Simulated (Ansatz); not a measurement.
**wB97M-V/cc-pVTZ run of GaCl (SMILES [Cl][Ga])**

What is the vertical singlet–triplet gap of GaCl at wB97M-V/cc-pVTZ? 

Program for the calculation: Ansatz 0.2.0.

31 further runs of the same task are left out: 31 set aside as unsound or not needed.

**1. Starting point**

GaCl: 2 atoms, total charge 0, spin state singlet. As SMILES, `[Cl][Ga]`. The coordinates come from a PBE0-D4/def2-TZVP relaxation.

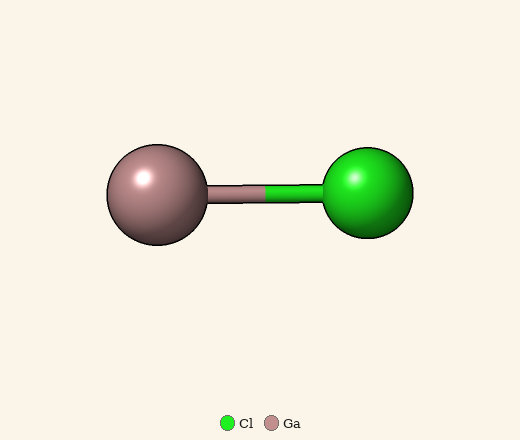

Viewed from a chosen angle; chlorine green, gallium pink.

**2. The energy at wB97M-V/cc-pVTZ**

Contents of run.yaml:

```yaml
crystal:
  periodic: [false, false, false]
  atoms:
    - {symbol: Cl, position_ang: [-0.000000, 0.000000, -0.023560]}
    - {symbol: Ga, position_ang: [0.000000, -0.000000, 2.192160]}
basis:
  gaussian: {orbitals: cc-pVTZ}
output: {orbitals: {seedname: orbitals}}
accuracy: high
hamiltonian: {xc: {name: wB97M-V}}
```

The run is started by

```console
ansatz run run.yaml --threads 1 --pin off --max-ram 3480MiB --events-out events.jsonl --progress --plain --runs-dir runs
```

What it wrote:

```text
Warning: RAYON_NUM_THREADS=1 ignored (pool sized by the plan → 1); use --threads N
Functional definition: wB97M-V
  name "wB97M-V"
  parameter omega = 0.3/bohr
  parameter cx = 0.15
  parameter cx01 = 1.007
  parameter cx10 = 0.259
  parameter css00 = 0.443
  parameter css04 = -1.437
  parameter css10 = -4.535
  parameter css20 = -3.390
  parameter css43 = 4.278
  parameter cos00 = 1.000
  parameter cos10 = 1.358
  parameter cos20 = 2.924
  parameter cos21 = -8.812
  parameter cos60 = -1.390
  parameter cos61 = 9.142
  parameter b = 6.0
  parameter c = 0.01
  gx(w, u) = 1 - cx + cx01*u + cx10*w
  gss(w, u) = css00 + css04*u^4 + css10*w + css20*w^2 + css43*w^4*u^3
  gos(w, u) = cos00 + cos10*w + (cos20 + cos21*u)*w^2 + (cos60 + cos61*u)*w^6
  exchange = spin_sum(e_x_unif_sr(omega)*gx(b97_w, b97_u_x)) + cx*exact_x_sr(omega) + exact_x_lr(omega)
  correlation = spin_sum(e_c_pw_mod_same_spin*gss(b97_w, b97_u_same))
      + integral(e_c_pw_mod_opposite_spin*gos(b97_w_opposite, b97_u_opposite)) + vv10(b, c)
1035 factors; integrals over basis functions are off by at most 4.2e-9 eV
252 factors; integrals over basis functions are off by at most 1.5e-9 eV
mean field evaluation 1: about -64899.5401 eV, gradient 1.9e1 eV
mean field evaluation 2: about -64900.0014 eV, gradient 1.8e1 eV
mean field evaluation 4: about -64900.6303 eV, gradient 9.3e-1 eV
mean field evaluation 8: about -64900.6493 eV, gradient 2.7e-2 eV
mean field evaluation 16: about -64900.6493 eV, gradient 5.3e-6 eV
mean field -64900.64930285 eV, -2385.0548706397 hartree, gradient 3.5e-8 eV, S^2 0.000000; 0 other end points of the search recorded, 0 dependent functions left out
reference -64900.64930596 eV, -2385.0548707540 hartree; 24, 24 occupied and 53, 53 virtual orbitals, 1035 factors
Total energy: -64900.64930596 eV, -2385.0548707540 hartree
```

Wall time 26 s (1 thread of Arm Neoverse V2, shared host); peak memory 0.32 GiB.

**3. The triplet at the same level**

Contents of input.yaml:

```yaml
crystal:
  periodic: [false, false, false]
  atoms:
    - symbol: Cl
      position_ang: [-0.000000, 0.000000, -0.023560]
    - symbol: Ga
      position_ang: [0.000000, -0.000000, 2.192160]
basis:
  gaussian:
    orbitals: cc-pVTZ
magnetization:
  spin_polarized: true
  initial_magnetization: 2
hamiltonian:
  xc: {name: wB97M-V}
accuracy: high
output: {orbitals: {seedname: orbitals}}
```

The run is started by

```console
ansatz run input.yaml --threads 1 --pin off --max-ram 3480MiB --events-out events.jsonl --progress --plain --runs-dir runs
```

What it wrote, cut to the lines that bear on the results:

```text
Warning: RAYON_NUM_THREADS=1 ignored (pool sized by the plan → 1); use --threads N
[... 2 set-up lines as earlier in the session ...]
[...]
  gx(w, u) = 1 - cx + cx01*u + cx10*w
  gss(w, u) = css00 + css04*u^4 + css10*w + css20*w^2 + css43*w^4*u^3
  gos(w, u) = cos00 + cos10*w + (cos20 + cos21*u)*w^2 + (cos60 + cos61*u)*w^6
[...]
      + integral(e_c_pw_mod_opposite_spin*gos(b97_w_opposite, b97_u_opposite)) + vv10(b, c)
1035 factors; integrals over basis functions are off by at most 4.2e-9 eV
252 factors; integrals over basis functions are off by at most 1.5e-9 eV
[...]
mean field -64896.95709362 eV, -2384.9191844531 hartree, gradient 7.6e-8 eV, S^2 2.004324; 0 other end points of the search recorded, 0 dependent functions left out
reference -64896.95709628 eV, -2384.9191845509 hartree; 25, 23 occupied and 52, 54 virtual orbitals, 1035 factors
Total energy: -64896.95709628 eV, -2384.9191845509 hartree
```

It took 56 s on 1 thread of Arm Neoverse V2, shared host; peak memory 0.58 GiB.

**4. What came out**

Level: wB97M-V/cc-pVTZ.

| quantity | value |
| --- | --- |
| singlet: total energy | -2385.05487 Eh |
| singlet: HOMO energy | -9.57 eV |
| singlet: LUMO energy | 0.02 eV |
| singlet: HOMO–LUMO gap | 9.59 eV |
| triplet: total energy | -2384.91918 Eh |
| triplet: HOMO energy (highest over α and β) | -5.99 eV |
| triplet: LUMO energy (lowest over α and β) | -3.57 eV |
| triplet: ⟨S²⟩ | 2.004 |
| vertical energy of the triplet above the singlet | 3.692 eV |

**Reading.** At this shape the triplet lies 3.69 eV (356 kJ/mol) above the singlet.
